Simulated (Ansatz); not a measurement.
# Preparing Na3BrO (Pm-3m) as a host crystal, part 2 of 2

Aim: the runs on the perfect crystal Na3BrO (Pm-3m) that a defect calculation needs first.

Ansatz 0.2.0; plane-wave PAW DFT, PBEsol; single point of the host's primitive cell on a dense mesh (the session's first sound run).

So far: Starting point; Primitive cell on a dense mesh; Self-consistent run; Defect free supercell relaxed from its symmetric sites.

### 5. Defect free supercell relaxed from displaced atoms

This step: plane-wave PAW DFT, PBEsol; relaxation of the defect-free supercell from random displacements, a test of the host's stability (Ansatz 0.2.0).

pristine.rattled/input.yaml

```yaml
crystal:
  lattice:
    - [9.0840659887, 4.5420329943, 0.0]
    - [-9.0840659887, 9.0840659887, 0.0]
    - [0.0, 0.0, 9.0840659887]
  atoms:
    - { symbol: Na, position: [0.1666666667, 0.1666666666, 0.25] }
    - { symbol: Na, position: [0.5, 0.0, 0.25] }
    - { symbol: Na, position: [0.8333333333, 0.3333333334, 0.25] }
    - { symbol: Na, position: [0.1666666667, 0.4166666666, 0.25] }
    - { symbol: Na, position: [0.5, 0.25, 0.25] }
    - { symbol: Na, position: [0.8333333333, 0.0833333334, 0.25] }
    - { symbol: Na, position: [0.0, 0.25, 0.0] }
    - { symbol: Na, position: [0.3333333333, 0.0833333334, 0.0] }
    - { symbol: Na, position: [0.6666666667, 0.4166666666, 0.0] }
    - { symbol: Br, position: [0.0, 0.0, 0.0] }
    - { symbol: Br, position: [0.3333333333, 0.3333333334, 0.0] }
    - { symbol: Br, position: [0.6666666667, 0.1666666666, 0.0] }
    - { symbol: O, position: [0.0, 0.25, 0.25] }
    - { symbol: O, position: [0.3333333333, 0.0833333334, 0.25] }
    - { symbol: O, position: [0.6666666667, 0.4166666666, 0.25] }
    - { symbol: Na, position: [0.1666666667, 0.1666666666, 0.75] }
    - { symbol: Na, position: [0.5, 0.0, 0.75] }
    - { symbol: Na, position: [0.8333333333, 0.3333333334, 0.75] }
    - { symbol: Na, position: [0.1666666667, 0.4166666666, 0.75] }
    - { symbol: Na, position: [0.5, 0.25, 0.75] }
    - { symbol: Na, position: [0.8333333333, 0.0833333334, 0.75] }
    - { symbol: Na, position: [0.0, 0.25, 0.5] }
    - { symbol: Na, position: [0.3333333333, 0.0833333334, 0.5] }
    - { symbol: Na, position: [0.6666666667, 0.4166666666, 0.5] }
    - { symbol: Br, position: [0.0, 0.0, 0.5] }
    - { symbol: Br, position: [0.3333333333, 0.3333333334, 0.5] }
    - { symbol: Br, position: [0.6666666667, 0.1666666666, 0.5] }
    - { symbol: O, position: [0.0, 0.25, 0.75] }
    - { symbol: O, position: [0.3333333333, 0.0833333334, 0.75] }
    - { symbol: O, position: [0.6666666667, 0.4166666666, 0.75] }
    - { symbol: Na, position: [0.1666666667, 0.6666666666, 0.25] }
    - { symbol: Na, position: [0.5, 0.5, 0.25] }
    - { symbol: Na, position: [0.8333333333, 0.8333333333, 0.25] }
    - { symbol: Na, position: [0.1666666667, 0.9166666666, 0.25] }
    - { symbol: Na, position: [0.5, 0.75, 0.25] }
    - { symbol: Na, position: [0.8333333333, 0.5833333334, 0.25] }
    - { symbol: Na, position: [0.0, 0.75, 0.0] }
    - { symbol: Na, position: [0.3333333333, 0.5833333334, 0.0] }
    - { symbol: Na, position: [0.6666666667, 0.9166666666, 0.0] }
    - { symbol: Br, position: [0.0, 0.5, 0.0] }
    - { symbol: Br, position: [0.3333333333, 0.8333333333, 0.0] }
    - { symbol: Br, position: [0.6666666667, 0.6666666666, 0.0] }
    - { symbol: O, position: [0.0, 0.75, 0.25] }
    - { symbol: O, position: [0.3333333333, 0.5833333334, 0.25] }
    - { symbol: O, position: [0.6666666667, 0.9166666666, 0.25] }
    - { symbol: Na, position: [0.1666666667, 0.6666666666, 0.75] }
    - { symbol: Na, position: [0.5, 0.5, 0.75] }
    - { symbol: Na, position: [0.8333333333, 0.8333333333, 0.75] }
    - { symbol: Na, position: [0.1666666667, 0.9166666666, 0.75] }
    - { symbol: Na, position: [0.5, 0.75, 0.75] }
    - { symbol: Na, position: [0.8333333333, 0.5833333334, 0.75] }
    - { symbol: Na, position: [0.0, 0.75, 0.5] }
    - { symbol: Na, position: [0.3333333333, 0.5833333334, 0.5] }
    - { symbol: Na, position: [0.6666666667, 0.9166666666, 0.5] }
    - { symbol: Br, position: [0.0, 0.5, 0.5] }
    - { symbol: Br, position: [0.3333333333, 0.8333333333, 0.5] }
    - { symbol: Br, position: [0.6666666667, 0.6666666666, 0.5] }
    - { symbol: O, position: [0.0, 0.75, 0.75] }
    - { symbol: O, position: [0.3333333333, 0.5833333334, 0.75] }
    - { symbol: O, position: [0.6666666667, 0.9166666666, 0.75] }
basis:
  ecutwfc: 420
  xc_grid: 2
hamiltonian:
  xc: pbesol
kpoints:
  mp_grid: { grid: [1, 1, 1], shift: [0.25, 0.25, 0.25] }
scf:
  occupations: { method: fermi_dirac, width: 0.01 }
  max_iter: 80
output:
  forces: true
relax:
  f_tol: 0.01
  max_steps: 120
  random_displacement: { amplitude: 0.08, seed: 5802 }
checkpoint:
  write: "../pristine.rattled.run"
  compress: false
  write_wavefunctions: false
  write_every: 100000
```

Started as:

```
> ansatz run input.yaml --threads 4 --pin off --max-ram 14131MiB --backend cpu --events-out ev --progress --plain --runs-dir out
```

Numbers of over 12 decimals in the logs are rounded to 6 here.

Log:

```text
[...]
Crystal: 60 atoms, lattice volume = 1124.429 Å³
Basis set: ecut = 420 eV, 22007 PW (Γ), exchange–correlation on 144×180×128 points (8 copies of the dense FFT grid, shifted against one another)
Bands: 300, of which v1, the nominal top of the filled ones, is band 240 counted from 1 (239 counted from 0)
Symmetry: 1 space group operations
k-points: 1
[...]
SCF iter   1: F=—  HF=-92751.098967 eV  |F-HF|=—  |Δ(HF+E_count)|=         —  Δρ=6.31e-3  dr2=3.46e-1  ethr=1.77e-3  ⟨swp⟩=7.0  Hψ=1241  notcnv=0  defer=6
[...]
SCF iter   7: F=-92750.976295 eV  HF=-92750.976295 eV  |F-HF|=4.40e-7  |Δ(HF+E_count)|=   3.30e-6  Δρ=1.50e-5  dr2=1.86e-6  ethr=5.21e-10  ⟨swp⟩=4.0  Hψ=853  notcnv=0
SCF 1 converged in 7 iterations: F = -92750.976295 eV  dr2 = 1.86e-6
[...]
relax step   1: F+E_penalty+E_count = -92750.97629496 eV  Δ(F+E_penalty+E_count) = +0.000e0 eV  max|allowed force component| = 8.165e-1 eV/Å  Δτ_max = 0.0000 Å  (7 SCF iters, dr2 threshold 2.50e-6 eV, accepted)
[... the SCF cycles and remarks between the steps are left out from here to the last step ...]
relax step   2: F+E_penalty+E_count = -92751.42522788 eV  Δ(F+E_penalty+E_count) = -4.489e-1 eV  max|allowed force component| = 4.389e-1 eV/Å  Δτ_max = 0.0883 Å  (7 SCF iters, dr2 threshold 4.17e-5 eV, accepted)
relax step   3: F+E_penalty+E_count = -92751.60498323 eV  Δ(F+E_penalty+E_count) = -1.798e-1 eV  max|allowed force component| = 9.089e-3 eV/Å  Δτ_max = 0.0764 Å  (7 SCF iters, dr2 threshold 1.20e-5 eV, accepted)
relax step   4: F+E_penalty+E_count = -92751.60498363 eV  Δ(F+E_penalty+E_count) = -4.004e-7 eV  max|allowed force component| = 9.141e-3 eV/Å  Δτ_max = 0.0000 Å  (4 SCF iters, accepted)
SCF iter   1: F=—  HF=-92751.608138 eV  |F-HF|=—  |Δ(HF+E_count)|=         —  Δρ=4.02e-4  dr2=1.19e-3  ethr=2.47e-6  ⟨swp⟩=3.0  Hψ=444  notcnv=0  defer=56
[...]
SCF iter   7: F=-92751.605623 eV  HF=-92751.605623 eV  |F-HF|=2.90e-9  |Δ(HF+E_count)|=   3.83e-8  Δρ=6.70e-7  dr2=3.58e-9  ethr=2.08e-11  ⟨swp⟩=2.0  Hψ=828  notcnv=0
SCF 5 converged in 7 iterations: F = -92751.605623 eV  dr2 = 3.58e-9
relax step   5: F+E_penalty+E_count = -92751.60562312 eV  Δ(F+E_penalty+E_count) = -6.395e-4 eV  max|allowed force component| = 5.584e-3 eV/Å  Δτ_max = 0.0075 Å  (7 SCF iters, accepted)
SCF converged after 7 iterations
Free energy (F): -92751.605623 eV
[...]
Internal energy: -92751.605623 eV  (E = F + TS)
E sigma→0 (E₀):  -92751.605623 eV
Fermi energy:    4.889414 eV
[...]
--- Forces (eV/Å), atoms counted from 1 ---
  atom   1  Na    -0.00252424     0.00444592    -0.00315003
  atom   2  Na     0.00259009    -0.00318795     0.00276206
  atom   3  Na     0.00258767    -0.00108620     0.00221531
  atom   4  Na    -0.00523915     0.00142993     0.00260767
  atom   5  Na     0.00264980    -0.00029930     0.00303365
  atom   6  Na     0.00306589    -0.00172624     0.00103306
  atom   7  Na    -0.00170544     0.00249696     0.00148474
  atom   8  Na     0.00352884     0.00219397     0.00287701
  atom   9  Na     0.00278236    -0.00014917     0.00235916
  atom  10  Br     0.00126940    -0.00027834    -0.00022643
  atom  11  Br    -0.00022890    -0.00130086     0.00042650
  atom  12  Br    -0.00024243    -0.00037280    -0.00054339
  atom  13  O      0.00123592     0.00108438     0.00144710
  atom  14  O      0.00085401    -0.00088980    -0.00170699
  atom  15  O     -0.00558384    -0.00219989    -0.00263164
  atom  16  Na     0.00108173     0.00469733     0.00355065
  atom  17  Na     0.00083585    -0.00183062    -0.00118250
  atom  18  Na     0.00074508     0.00210490    -0.00155900
  atom  19  Na    -0.00288712     0.00027805    -0.00320146
  atom  20  Na     0.00361224    -0.00172545    -0.00187751
  atom  21  Na     0.00081646     0.00255474     0.00150076
  atom  22  Na     0.00129394    -0.00299446    -0.00143107
  atom  23  Na    -0.00331588    -0.00501294     0.00059774
  atom  24  Na    -0.00184028     0.00385648     0.00126116
  atom  25  Br     0.00037010     0.00019713    -0.00057337
  atom  26  Br     0.00030958     0.00036604     0.00063825
  atom  27  Br     0.00029835     0.00024866    -0.00076737
  atom  28  O      0.00076611    -0.00179017    -0.00195879
  atom  29  O     -0.00328021     0.00189198    -0.00383245
  atom  30  O     -0.00114763     0.00393015    -0.00259386
  atom  31  Na     0.00078002     0.00425802     0.00186158
  atom  32  Na     0.00134990    -0.00222784    -0.00489317
  atom  33  Na    -0.00220854    -0.00207415     0.00123829
  atom  34  Na    -0.00496983     0.00163097    -0.00139068
  atom  35  Na     0.00322634    -0.00018014    -0.00093367
  atom  36  Na     0.00242779     0.00116263     0.00036437
  atom  37  Na     0.00004229    -0.00195381     0.00232206
  atom  38  Na    -0.00255156    -0.00070428     0.00206140
  atom  39  Na    -0.00087560     0.00032193    -0.00173241
  atom  40  Br     0.00034506    -0.00059064    -0.00030701
[...]
atom  49  Na    -0.00091247    -0.00203704     0.00271482
  atom  50  Na     0.00224115     0.00156755    -0.00031139
  atom  51  Na    -0.00009698    -0.00279297     0.00178061
  atom  52  Na    -0.00067466     0.00123627    -0.00214418
  atom  53  Na     0.00370643     0.00125205     0.00142183
  atom  54  Na     0.00024368     0.00010776     0.00219432
  atom  55  Br     0.00030680     0.00014482     0.00012671
  atom  56  Br     0.00010662     0.00092014     0.00030548
  atom  57  Br    -0.00088248     0.00039025     0.00032729
  atom  58  O     -0.00107402     0.00268866    -0.00238660
  atom  59  O      0.00077957    -0.00243964    -0.00229209
  atom  60  O     -0.00209944    -0.00359232    -0.00088056
  max |Σ_I F_I| component: 1.61e-4 eV/Å
--- Relaxed structure (5 steps of the walk, 5 accepted, 0 SCFs on fresh bases) ---
  F+E_penalty+E_count = -92751.60562312 eV   max|allowed force component| = 5.584e-3 eV/Å
  atoms:
    - { symbol: Na, position: [0.165865, 0.166024, 0.250528] }
    - { symbol: Na, position: [0.500234, 0.000620, 0.248469] }
    - { symbol: Na, position: [0.833493, 0.333820, 0.248405] }
    - { symbol: Na, position: [0.167245, 0.416369, 0.248711] }
    - { symbol: Na, position: [0.499499, 0.250401, 0.248500] }
    - { symbol: Na, position: [0.832877, 0.083726, 0.249598] }
    - { symbol: Na, position: [0.000120, 0.249428, -0.000640] }
    - { symbol: Na, position: [0.331900, 0.083292, -0.000659] }
    - { symbol: Na, position: [0.666088, 0.417464, -0.000607] }
    - { symbol: Br, position: [-0.000205, 0.000111, -0.000610] }
    - { symbol: Br, position: [0.333265, 0.333484, -0.000619] }
    - { symbol: Br, position: [0.666495, 0.166867, -0.000555] }
    - { symbol: O, position: [-0.000141, 0.250096, 0.249350] }
    - { symbol: O, position: [0.333205, 0.083465, 0.249405] }
    - { symbol: O, position: [0.666629, 0.416875, 0.249440] }
    - { symbol: Na, position: [0.165985, 0.166273, 0.748237] }
    - { symbol: Na, position: [0.500125, 0.000428, 0.750164] }
    - { symbol: Na, position: [0.833038, 0.333341, 0.750388] }
    - { symbol: Na, position: [0.166858, 0.416628, 0.750153] }
    - { symbol: Na, position: [0.499380, 0.250364, 0.750221] }
    - { symbol: Na, position: [0.833077, 0.083476, 0.748968] }
    - { symbol: Na, position: [-0.000332, 0.250976, 0.499417] }
    - { symbol: Na, position: [0.334631, 0.083819, 0.499390] }
    - { symbol: Na, position: [0.666812, 0.415911, 0.499419] }
    - { symbol: Br, position: [-0.000130, 0.000115, 0.499454] }
    - { symbol: Br, position: [0.333163, 0.333423, 0.499374] }
    - { symbol: Br, position: [0.666502, 0.166866, 0.499460] }
    - { symbol: O, position: [-0.000158, 0.250117, 0.749441] }
    - { symbol: O, position: [0.333174, 0.083417, 0.749439] }
    - { symbol: O, position: [0.666464, 0.416754, 0.749479] }
    - { symbol: Na, position: [0.165884, 0.666063, 0.248538] }
    - { symbol: Na, position: [0.500310, 0.500590, 0.250837] }
    - { symbol: Na, position: [0.833543, 0.833810, 0.249692] }
    - { symbol: Na, position: [0.167221, 0.916377, 0.250059] }
    - { symbol: Na, position: [0.499500, 0.750404, 0.249652] }
    - { symbol: Na, position: [0.832922, 0.583652, 0.249499] }
    - { symbol: Na, position: [-0.000249, 0.750561, -0.000639] }
    - { symbol: Na, position: [0.334332, 0.583404, -0.000564] }
    - { symbol: Na, position: [0.666938, 0.916607, -0.000594] }
    - { symbol: Br, position: [-5.064094987483614e-5, 0.500139, -0.000555] }
    - { symbol: Br, position: [0.333229, 0.833371, -0.000662] }
    - { symbol: Br, position: [0.666613, 0.666844, -0.000597] }
    - { symbol: O, position: [-0.000119, 0.750135, 0.249412] }
    - { symbol: O, position: [0.333307, 0.583451, 0.249441] }
    - { symbol: O, position: [0.666540, 0.916916, 0.249364] }
    - { symbol: Na, position: [0.166431, 0.666602, 0.750509] }
    - { symbol: Na, position: [0.500215, 0.500488, 0.748251] }
    - { symbol: Na, position: [0.833216, 0.833487, 0.748994] }
    - { symbol: Na, position: [0.166800, 0.916643, 0.748634] }
    - { symbol: Na, position: [0.499648, 0.750307, 0.749240] }
    - { symbol: Na, position: [0.833294, 0.583425, 0.749160] }
    - { symbol: Na, position: [4.243325384034602e-5, 0.749714, 0.499455] }
    - { symbol: Na, position: [0.332073, 0.583573, 0.499439] }
    - { symbol: Na, position: [0.666190, 0.916913, 0.499314] }
    - { symbol: Br, position: [-0.000147, 0.500080, 0.499419] }
    - { symbol: Br, position: [0.333179, 0.833422, 0.499377] }
    - { symbol: Br, position: [0.666573, 0.666815, 0.499408] }
    - { symbol: O, position: [-0.000117, 0.750065, 0.749434] }
    - { symbol: O, position: [0.333275, 0.583509, 0.749489] }
    - { symbol: O, position: [0.666597, 0.916866, 0.749377] }
```

It took 74 s on 4 threads of Arm Neoverse V1, shared host; peak memory 1.9 GiB; 4.7 min of CPU time.

Step by step:

| step | energy less that of the first step (eV) | largest force component (eV/Å) |
| --- | --- | --- |
| 1 | 0.0000 | 0.8165 |
| 2 | -0.4489 | 0.4389 |
| 3 | -0.6287 | 0.0091 |
| 4 | -0.6287 | 0.0091 |
| 5 | -0.6293 | 0.0056 |

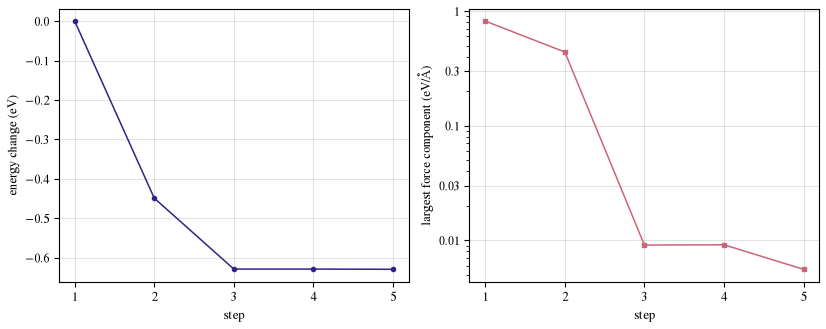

Energy and largest force along the relaxation.

The atoms that moved most (Å, from the sites as typed, ahead of the random displacement, the mean shift of all atoms taken out):

| atom | dx | dy | dz | length |
| --- | --- | --- | --- | --- |
| Na1 | 0.001 | -0.010 | 0.010 | 0.014 |
| Na32 | 0.000 | 0.006 | 0.013 | 0.014 |
| Na23 | 0.010 | 0.010 | 0.000 | 0.014 |
| Na16 | 0.000 | -0.007 | -0.011 | 0.013 |
| Na8 | -0.010 | -0.008 | -0.001 | 0.013 |
| Na24 | 0.011 | -0.007 | 0.000 | 0.013 |
| Na31 | 0.001 | -0.010 | -0.008 | 0.012 |
| Na4 | 0.010 | -0.001 | -0.006 | 0.012 |

The relaxation ends 10 meV an atom lower than the displaced start, with a largest force component of 0.0056 eV/Å.

### 6. Summary of results

```yaml
supercell_relaxed_in_its_symmetry_less_the_displaced_and_relaxed_one: -0.001 eV
energy_an_atom_at_one_point_at_less_that_on_the_dense_mesh: 0.000 eV
```

**Reading.** Step 5: The energy fell by 0.629 eV from the randomly displaced start; against the sites as typed, Na1 ends farthest off, by 0.01 Å, once the mean shift is taken out. The displaced cell ends within 0.01 eV of the symmetric one relaxed in its symmetry, so no lower structure shows in this supercell. All at zero temperature.

[Logs are printed without paths, hosts, clocks, repeated set-up lines and the standing remarks that a program may print on its own settings, such as how far it seeks lower states.]

[Hosts, paths, dates, database ids (printed as entryN), source tags and the programs' standing remarks are cut or masked in the printed files.]

[Runs of the host that timed out are not shown.]

[For some hosts the program warned that the k-mesh of the response run may be too coarse for force constants and the static dielectric constant; such warnings are not always shown.]

[The program warned that the k-mesh of a response run behind this text may be too coarse: force constants, and the static dielectric constant and all else formed from them, are not shown converged.]
